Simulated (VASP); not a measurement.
Energy against volume of Na (bcc). Computed with optB88-vdW, VASP's PBE PAW potentials (set 64) (plane waves; VASP).

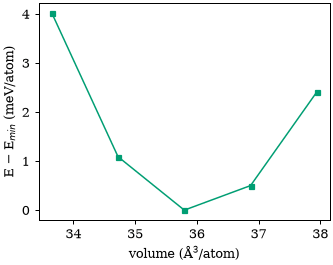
Fig. 1. Energy against volume

**Question.** Estimate the equilibrium volume and the bulk modulus.

**Answer.** The minimum lies near 36.0 Å³/atom, and the curvature gives B0 of about 7.8 GPa.

Measured: bulk modulus 7.9 GPa at 0 K (computed value off by -1.0 %), as given by Daniel Mejia-Rodriguez et al., Physical Review B (2018), arXiv:1807.09216 [0 K value with the zero-point phonon effect removed]; a 4.214 Å at 0 K (computed value off by -1.3 %), as given by Daniel Mejia-Rodriguez et al., Physical Review B (2018), arXiv:1807.09216 [static lattice: zero-point anharmonic expansion removed].

The compound is Na in the bcc structure. It was relaxed first, which changed the volume by -7 %.
